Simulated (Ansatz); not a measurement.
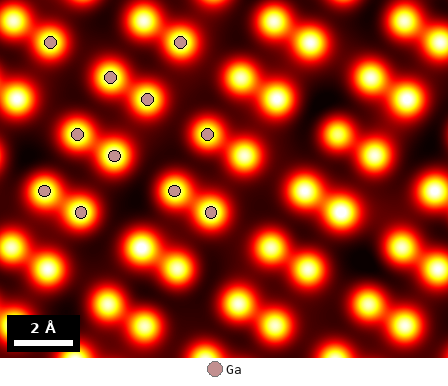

Dark-field STEM-like image of Ga (Cmce, No. 64) along [001]. Simulation: incoherent imaging, intensity Z^1.7 per atom, probe width 0.98 Å, thin sample. The speckle of an amorphous layer was added. Model: a calculation's starting geometry.

Coloured dots in one corner mark the columns of the model.

Describe what the image shows.

Answer. The columns repeat on a rectangular net of 2.24 × 3.83 Å (plane group p2mm). All columns are alike (Ga). The shortest distance between visible columns is 1.45 Å in projection. Along the beam the structure repeats every 4.56 Å.
